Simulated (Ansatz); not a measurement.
**C2H4GeS: from a rough start to a minimum**

What shape does C2H4GeS take? The plan is to relax it, then compute its harmonic vibrations to see whether it is a minimum and to get the zero-point energy and entropy, and look at its orbitals and charge.

Program: Ansatz 0.2.0, Gaussian basis. Level of theory: RKS PBE0-D4/def2-TZVP. These are calculated values, not measurements.

Levels to be run: relaxation at PBE-D4/def2-SVP; relaxation at PBE0-D4/def2-TZVP; harmonic vibrations at the same level; a single point in def2-TZVPP for the fields.

### 1 The starting structure

SMILES `C1=[CH][GeH2][S]1`, 8 atoms, charge 0, spin multiplicity 1.

Atoms are counted from 1 here; the program's logs count them from 0.

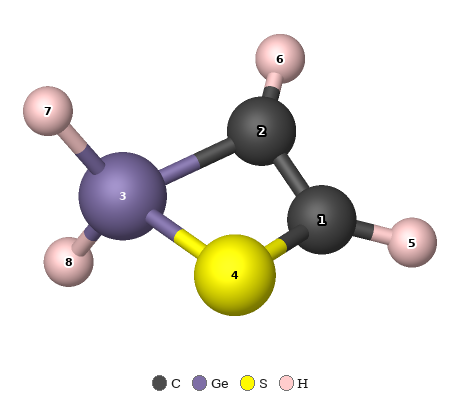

Start geometry, drawn with carbon dark grey, germanium purple, sulfur yellow, hydrogen pink; atoms are numbered from 1 in the order of the file.

Geometry (Å):

```xyz
8
C2H4GeS
C    -0.8162    0.8678   -0.5034
C     0.1718    0.7996    0.4011
Ge    0.4811   -1.0718    0.1349
S    -0.3232   -0.4635   -1.6193
H    -1.5991    1.6872   -0.6827
H     0.4910    1.4737    1.2047
H     2.0466   -1.3993   -0.0110
H    -0.3597   -1.9508    1.0199
```

The start is a force-field geometry with small random shifts, so a cheaper pass at PBE-D4/def2-SVP comes first.

### 2 Relaxation at PBE-D4/def2-SVP (cheap first pass)

File in.yaml:

```yaml
crystal:
  periodic: [false, false, false]
  atoms:
    - {symbol: C, position_ang: [-0.816200, 0.867800, -0.503400]}
    - {symbol: C, position_ang: [0.171800, 0.799600, 0.401100]}
    - {symbol: Ge, position_ang: [0.481100, -1.071800, 0.134900]}
    - {symbol: S, position_ang: [-0.323200, -0.463500, -1.619300]}
    - {symbol: H, position_ang: [-1.599100, 1.687200, -0.682700]}
    - {symbol: H, position_ang: [0.491000, 1.473700, 1.204700]}
    - {symbol: H, position_ang: [2.046600, -1.399300, -0.011000]}
    - {symbol: H, position_ang: [-0.359700, -1.950800, 1.019900]}
basis:
  gaussian: {orbitals: def2-SVP}
hamiltonian: {xc: pbe, dispersion: d4}
relax: {f_tol: 0.03, max_steps: 200}
```

The run is started by

```console
$ ansatz run in.yaml --threads 2 --pin off --events-out ev --progress --plain --max-ram 4352MiB
```

Standard output (excerpt; [...] marks lines left out):

```text
Functional definition: PBE
  name "PBE"
  cite "Perdew, Burke & Ernzerhof, Phys. Rev. Lett. 77, 3865 (1996) doi:10.1103/PhysRevLett.77.3865"
  parent pbe
[...]
1104 factors; their error is unknown
[...]
mean field -69462.31859086 eV, -2552.6931249635 hartree, gradient 4.9e-5 eV, S^2 0.000000; 0 other end points of the search recorded, 0 dependent functions left out
[...]
reference -69462.31862260 eV, -2552.6931261298 hartree; 32, 32 occupied and 66, 66 virtual orbitals, 1104 factors
relax step   1: F+E_penalty+E_count = -69462.52792961 eV  Δ(F+E_penalty+E_count) = +0.000e0 eV  max|allowed force component| = 5.638e0 eV/Å  Δτ_max = 0.0000 Å  (28 SCF iters, accepted)
[...]
relax step   6: F+E_penalty+E_count = -69464.02797474 eV  Δ(F+E_penalty+E_count) = -4.002e-3 eV  max|allowed force component| = 3.973e-2 eV/Å  Δτ_max = 0.0278 Å  (30 SCF iters, accepted)
[...]
relax step   7: F+E_penalty+E_count = -69464.02827687 eV  Δ(F+E_penalty+E_count) = -3.021e-4 eV  max|allowed force component| = 1.878e-2 eV/Å  Δτ_max = 0.0069 Å  (32 SCF iters, accepted)
1104 factors; their error is unknown
[...]
mean field -69463.82175197 eV, -2552.7483651154 hartree, gradient 1.5e-5 eV, S^2 0.000000; 1 other end points of the search recorded, 0 dependent functions left out
[...]
reference -69463.82178420 eV, -2552.7483662998 hartree; 32, 32 occupied and 66, 66 virtual orbitals, 1104 factors
Total energy: -69464.02830910 eV, -2552.7559559499 hartree
Atom 0 at    -0.688294     0.941417    -0.586438 Å, force     0.002346    -0.008147    -0.004534 eV/Å
Atom 1 at     0.039573     0.782738     0.550440 Å, force    -0.004579    -0.018778    -0.017699 eV/Å
Atom 2 at     0.547451    -1.064630     0.221535 Å, force    -0.005023     0.007004    -0.003764 eV/Å
Atom 3 at    -0.737115    -0.523760    -1.620233 Å, force     0.004821     0.002255     0.011416 eV/Å
Atom 4 at    -1.228777     1.846284    -0.920027 Å, force    -0.001118     0.006560     0.001733 eV/Å
Atom 5 at     0.212497     1.533856     1.332820 Å, force     0.002691     0.012326     0.012445 eV/Å
Atom 6 at     2.022288    -1.390033    -0.131024 Å, force    -0.000740    -0.000307     0.000581 eV/Å
Atom 7 at    -0.075322    -2.182974     1.097127 Å, force     0.001603    -0.000912    -0.000178 eV/Å
Dipole moment:     0.151679     0.035565     0.282171 e Å
```

It took 20 s on 2 threads of Intel Xeon Platinum 8259CL at 2.50GHz, shared host.

Relaxation path:

| step | energy from step 1 (eV) | largest force component (eV/Å) |
| --- | --- | --- |
| 1 | 0.0000 | 5.6377 |
| 2 | -1.1736 | 1.1334 |
| 3 | -1.4164 | 0.7079 |
| 4 | -1.4621 | 0.5448 |
| 5 | -1.4960 | 0.2261 |
| 6 | -1.5000 | 0.0397 |
| 7 | -1.5003 | 0.0188 |

Distances of close pairs at the start and the end, largest changes first:

| bond | before (Å) | after (Å) | change (Å) |
| --- | --- | --- | --- |
| Ge3–S4 | 2.023 | 2.310 | +0.286 |
| Ge3–H7 | 1.606 | 1.551 | -0.055 |
| Ge3–H8 | 1.504 | 1.551 | +0.047 |
| C1–H5 | 1.147 | 1.106 | -0.042 |
| C2–Ge3 | 1.915 | 1.944 | +0.029 |
| C1–C2 | 1.341 | 1.359 | +0.018 |
| C1–S4 | 1.806 | 1.794 | -0.012 |
| C2–H6 | 1.096 | 1.098 | +0.002 |

### 3 Geometry optimisation, PBE0-D4/def2-TZVP

File in.yaml:

```yaml
crystal:
  periodic: [false, false, false]
  atoms:
    - {symbol: C, position_ang: [-0.688294, 0.941417, -0.586438]}
    - {symbol: C, position_ang: [0.039573, 0.782738, 0.550440]}
    - {symbol: Ge, position_ang: [0.547451, -1.064630, 0.221535]}
    - {symbol: S, position_ang: [-0.737115, -0.523760, -1.620233]}
    - {symbol: H, position_ang: [-1.228777, 1.846284, -0.920027]}
    - {symbol: H, position_ang: [0.212497, 1.533856, 1.332820]}
    - {symbol: H, position_ang: [2.022288, -1.390033, -0.131024]}
    - {symbol: H, position_ang: [-0.075322, -2.182974, 1.097127]}
basis:
  gaussian: {orbitals: def2-TZVP}
hamiltonian: {xc: pbe0, dispersion: d4}
relax: {f_tol: 0.005, max_steps: 150}
```

Same command.

Standard output (excerpt; [...] marks lines left out):

```text
Functional definition: PBE0
  name "PBE0"
  cite "Adamo & Barone, J. Chem. Phys. 110, 6158 (1999) doi:10.1063/1.478522"
  cite "Perdew, Burke & Ernzerhof, Phys. Rev. Lett. 77, 3865 (1996) doi:10.1103/PhysRevLett.77.3865"
  parent pbe
[...]
1208 factors; their error is unknown
[...]
mean field -69479.62159834 eV, -2553.3289987601 hartree, gradient 7.0e-5 eV, S^2 0.000000; 0 other end points of the search recorded, 0 dependent functions left out
[...]
reference -69479.62162661 eV, -2553.3289997988 hartree; 32, 32 occupied and 139, 139 virtual orbitals, 1208 factors
relax step   1: F+E_penalty+E_count = -69479.79498541 eV  Δ(F+E_penalty+E_count) = +0.000e0 eV  max|allowed force component| = 6.970e-1 eV/Å  Δτ_max = 0.0000 Å  (30 SCF iters, accepted)
[...]
reference -69479.66517126 eV, -2553.3306000354 hartree; 32, 32 occupied and 139, 139 virtual orbitals, 1208 factors
Total energy: -69479.83894798 eV, -2553.3369862118 hartree
Atom 0 at    -0.680374     0.934807    -0.577837 Å, force    -0.000051    -0.000075     0.000017 eV/Å
Atom 1 at     0.036224     0.776566     0.542286 Å, force     0.000003     0.000230     0.000183 eV/Å
Atom 2 at     0.539023    -1.056542     0.213794 Å, force     0.001542    -0.002463     0.000873 eV/Å
Atom 3 at    -0.723939    -0.519215    -1.593164 Å, force    -0.000592     0.000683    -0.000540 eV/Å
Atom 4 at    -1.210055     1.826333    -0.904463 Å, force    -0.000070    -0.000341    -0.000440 eV/Å
Atom 5 at     0.203781     1.520244     1.309487 Å, force     0.000180     0.000052     0.000279 eV/Å
Atom 6 at     2.001127    -1.376193    -0.130985 Å, force    -0.001602     0.000572     0.000473 eV/Å
Atom 7 at    -0.073486    -2.163102     1.085081 Å, force     0.000590     0.001343    -0.000844 eV/Å
Dipole moment:     0.149979     0.067183     0.299377 e Å
```

It took 64 s on 2 threads of Intel Xeon Platinum 8259CL at 2.50GHz, shared host; peak memory 0.48 GiB.

Relaxation path:

| step | energy from step 1 (eV) | largest force component (eV/Å) |
| --- | --- | --- |
| 1 | 0.0000 | 0.6970 |
| 2 | -0.0412 | 0.1691 |
| 3 | -0.0438 | 0.0529 |
| 4 | -0.0439 | 0.0283 |
| 5 | -0.0439 | 0.0162 |
| 6 | -0.0439 | 0.0025 |

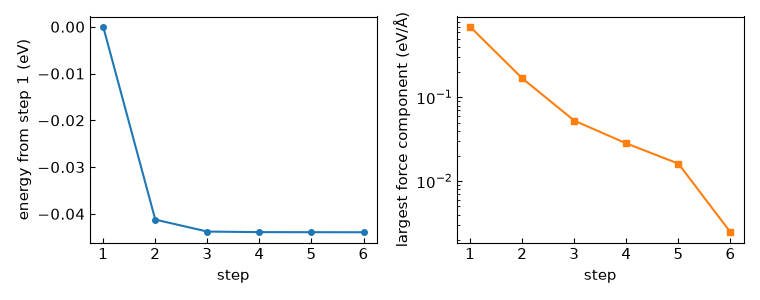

Energy and force, step by step.

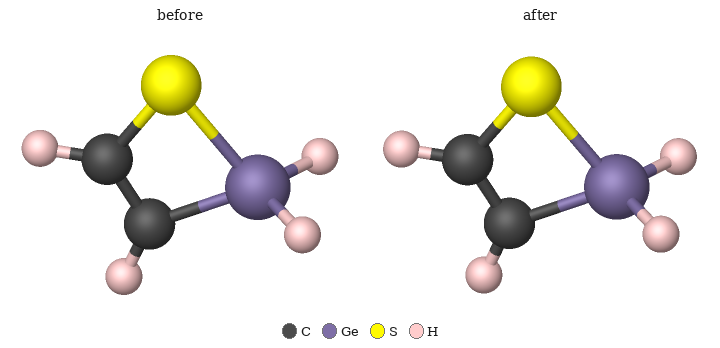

The geometry before (left) and after (right).

Close pairs (by a distance rule), those that changed most:

| bond | before (Å) | after (Å) | change (Å) |
| --- | --- | --- | --- |
| Ge3–S4 | 2.310 | 2.269 | -0.041 |
| C1–C2 | 1.359 | 1.339 | -0.020 |
| C1–S4 | 1.794 | 1.774 | -0.020 |
| C1–H5 | 1.106 | 1.087 | -0.018 |
| C2–H6 | 1.098 | 1.082 | -0.017 |
| Ge3–H7 | 1.551 | 1.536 | -0.015 |
| Ge3–H8 | 1.551 | 1.536 | -0.015 |
| C2–Ge3 | 1.944 | 1.929 | -0.015 |

Mulliken charges at the end point, from the run's report:

| atom | value (e) |
| --- | --- |
| C1 | -0.01 |
| C2 | -0.36 |
| Ge3 | 0.31 |
| S4 | -0.25 |
| H5 | 0.14 |
| H6 | 0.14 |
| H7 | 0.02 |
| H8 | 0.02 |

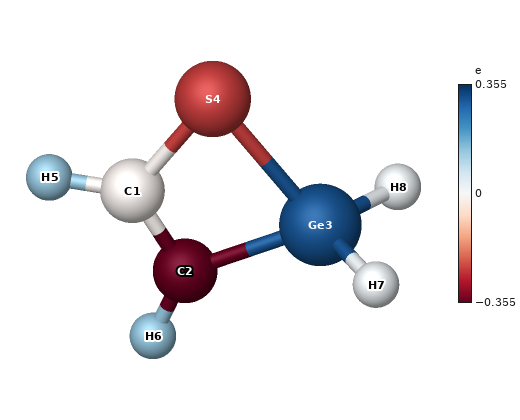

Mulliken charges at the end point, from the run's report, as colours on the atoms.

### 4 Vibrations by finite differences

File in.yaml:

```yaml
crystal:
  periodic: [false, false, false]
  atoms:
    - {symbol: C, position_ang: [-0.680374, 0.934807, -0.577837]}
    - {symbol: C, position_ang: [0.036224, 0.776566, 0.542286]}
    - {symbol: Ge, position_ang: [0.539023, -1.056542, 0.213794]}
    - {symbol: S, position_ang: [-0.723939, -0.519215, -1.593164]}
    - {symbol: H, position_ang: [-1.210055, 1.826333, -0.904463]}
    - {symbol: H, position_ang: [0.203781, 1.520244, 1.309487]}
    - {symbol: H, position_ang: [2.001127, -1.376193, -0.130985]}
    - {symbol: H, position_ang: [-0.073486, -2.163102, 1.085081]}
basis:
  gaussian: {orbitals: def2-TZVP}
hamiltonian: {xc: pbe0, dispersion: d4}
phonons: {temperatures: {t_min: 298.15, t_max: 900, t_step: 200}}
```

Launched as before.

Standard output (excerpt; [...] marks lines left out):

```text
Functional definition: PBE0
  name "PBE0"
  cite "Adamo & Barone, J. Chem. Phys. 110, 6158 (1999) doi:10.1063/1.478522"
  cite "Perdew, Burke & Ernzerhof, Phys. Rev. Lett. 77, 3865 (1996) doi:10.1103/PhysRevLett.77.3865"
  parent pbe
[...]
1208 factors; their error is unknown
[...]
mean field -69479.66514358 eV, -2553.3305990179 hartree, gradient 6.0e-5 eV, S^2 0.000000; 0 other end points of the search recorded, 0 dependent functions left out
[...]
reference -69479.66517161 eV, -2553.3306000483 hartree; 32, 32 occupied and 139, 139 virtual orbitals, 1208 factors
[...]
1208 factors; their error is unknown
mean field -69479.66506473 eV, -2553.3305961203 hartree, gradient 1.0e-6 eV, S^2 0.000000; 0 other end points of the search recorded, 0 dependent functions left out
[...]
reference -69479.66509277 eV, -2553.3305971508 hartree; 32, 32 occupied and 139, 139 virtual orbitals, 1208 factors
[...]
Atom 0 at    -0.680374     0.934807    -0.577837 Å, force    -0.000065    -0.000118    -0.000045 eV/Å
Atom 1 at     0.036224     0.776566     0.542286 Å, force     0.000037     0.000192     0.000230 eV/Å
Atom 2 at     0.539023    -1.056542     0.213794 Å, force     0.001502    -0.002378     0.000837 eV/Å
Atom 3 at    -0.723939    -0.519215    -1.593164 Å, force    -0.000565     0.000690    -0.000485 eV/Å
Atom 4 at    -1.210055     1.826333    -0.904463 Å, force    -0.000072    -0.000338    -0.000439 eV/Å
Atom 5 at     0.203781     1.520244     1.309487 Å, force     0.000183     0.000051     0.000278 eV/Å
Atom 6 at     2.001127    -1.376193    -0.130985 Å, force    -0.001603     0.000568     0.000468 eV/Å
Atom 7 at    -0.073486    -2.163102     1.085081 Å, force     0.000584     0.001333    -0.000844 eV/Å
Dipole moment:     0.149979     0.067181     0.299376 e Å
Vibrations: 262.65 358.17 464.29 516.26 566.59 662.20 699.30 718.43 782.97 868.88 955.40 1062.13 1263.17 1568.41 2156.25 2164.00 3166.29 3231.29 cm⁻¹, zero-point energy 1.330764 eV
```

It took 5.3 min on 2 threads of Intel Xeon Platinum 8259CL at 2.50GHz, shared host; peak memory 0.49 GiB.

Motions are named by where the mode's potential energy lies. Wavenumbers, unscaled:

| mode | cm⁻¹ | motion |
| --- | --- | --- |
| 1 | 263 | torsion |
| 2 | 358 | Ge–S stretch with bend |
| 3 | 464 | bend with Ge–C stretch |
| 4 | 516 | torsion with bend |
| 5 | 567 | torsion with bend |
| 6 | 662 | torsion with bend |
| 7 | 699 | torsion |
| 8 | 718 | Ge–C and C–S stretch |
| 9 | 783 | bend with C–S stretch |
| 10 | 869 | bend with torsion |
| 11 | 955 | torsion |
| 12 | 1062 | bend |
| 13 | 1263 | bend |
| 14 | 1568 | C–C stretch |
| 15 | 2156 | Ge–H stretch |
| 16 | 2164 | Ge–H stretch |
| 17 | 3166 | C–H stretch |
| 18 | 3231 | C–H stretch |

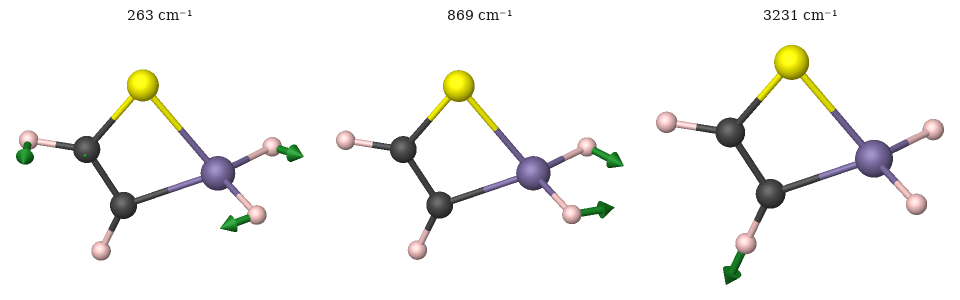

How the atoms move in 3 of the modes.

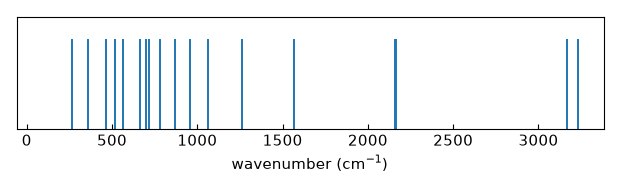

The harmonic wavenumbers as sticks (no intensities were computed).

Ideal gas, rigid rotor and harmonic oscillator at 298.15 K and 1 bar, with symmetry number 1:

| term | value |
| --- | --- |
| zero-point energy | 30.7 kcal/mol |
| H(298) − E | 34.3 kcal/mol |
| entropy, translation | 169.8 J/(mol K) |
| entropy, rotation | 109.3 J/(mol K) |
| entropy, vibration | 26.0 J/(mol K) |
| entropy, total | 305.1 J/(mol K) |

### 5 A single point for the fields

Edit in.yaml of step 4 so:

```diff
@@ -12,4 +12,4 @@
 basis:
-  gaussian: {orbitals: def2-TZVP}
+  gaussian: {orbitals: def2-TZVPP}
 hamiltonian: {xc: pbe0, dispersion: d4}
-phonons: {temperatures: {t_min: 298.15, t_max: 900, t_step: 200}}
+output: {orbitals: {seedname: orbitals}}
```

Same command.

Standard output:

```text
Functional definition: PBE0
  name "PBE0"
  cite "Adamo & Barone, J. Chem. Phys. 110, 6158 (1999) doi:10.1063/1.478522"
  cite "Perdew, Burke & Ernzerhof, Phys. Rev. Lett. 77, 3865 (1996) doi:10.1103/PhysRevLett.77.3865"
  parent pbe
  parameter a = 0.25
  parameter kappa = 0.804
  parameter beta = 0.06672455060314922
  exchange = (1 - a)*pbe_x(kappa = kappa, mu = beta*pi^2/3) + a*exact_x
  correlation = pbe_c(beta = beta)
1312 factors; their error is unknown
mean field evaluation 1: about -69471.3983 eV, gradient 6.0e1 eV
mean field evaluation 2: about -69458.2868 eV, gradient 8.9e1 eV
mean field evaluation 4: about -69479.3520 eV, gradient 5.6e0 eV
mean field evaluation 8: about -69479.4163 eV, gradient 1.3e-1 eV
mean field evaluation 16: about -69479.6969 eV, gradient 7.2e-5 eV
mean field -69479.69689732 eV, -2553.3317659465 hartree, gradient 7.2e-5 eV, S^2 0.000000; 0 other end points of the search recorded, 0 dependent functions left out
reference -69479.69692559 eV, -2553.3317669853 hartree; 32, 32 occupied and 176, 176 virtual orbitals, 1312 factors
Total energy: -69479.87070231 eV, -2553.3381531620 hartree
```

Run time: 11 s. Hardware: 2 threads of Intel Xeon Platinum 8259CL at 2.50GHz, shared host; peak memory 0.53 GiB.

The fields below are evaluated on a grid from the run's orbitals.

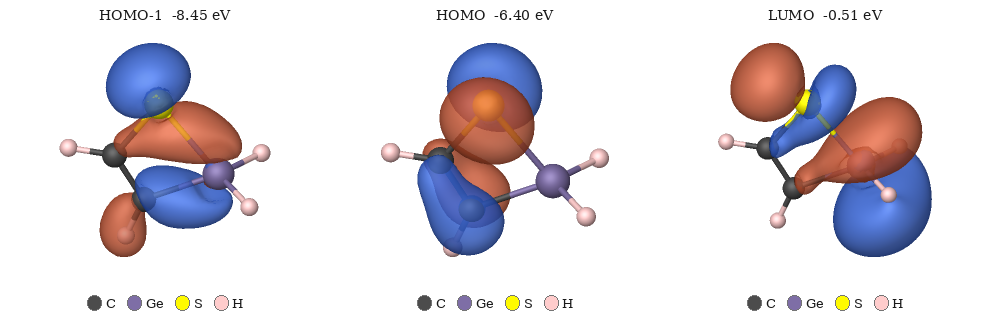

PBE0-D4/def2-TZVPP orbitals near the gap, drawn at the value that encloses 70 % of each; the two colours are the two signs.

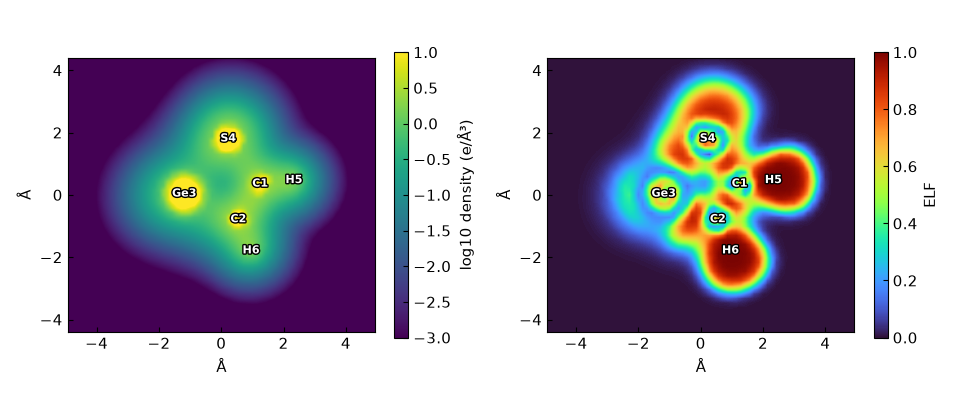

Density (left) and ELF (right) in a plane through or near 6 of the atoms.

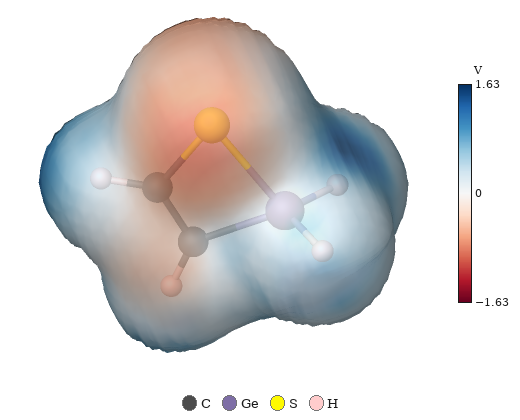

The potential that a unit positive charge feels on the 0.002 e/bohr³ surface, from the 1st to the 99th percentile, from -0.86 V near S4 to 1.63 V near Ge3.

### 6 Results

| quantity | value |
| --- | --- |
| point group | Cs |
| steps | 7 + 6 |
| shift from the start (rms) | 0.297 Å |
| total energy | -69479.8389 eV |
| dispersion term | -174 meV |
| dipole moment | 1.64 D |
| lowest, highest wavenumber | 263, 3231 cm⁻¹ |
| zero-point energy | 30.7 kcal/mol |
| entropy at 298.15 K | 305.1 J/(mol K) |
| HOMO, LUMO | -6.40, -0.51 eV |

**Reading.** The atoms moved 0.30 Å (rms) from the start; the bond that changed most is Ge3–S4, from 2.023 to 2.269 Å. All wavenumbers are real, so the end point is a minimum. The stiffest mode, 3231 cm⁻¹, is a C–H stretch. Harmonic hybrid wavenumbers usually lie a few per cent above measured fundamentals. The largest Mulliken charge, -0.36 e, sits on C2. The HOMO lies mostly on S4 60 %; C2 25 % and the LUMO on Ge3 30 %; S4 29 %.
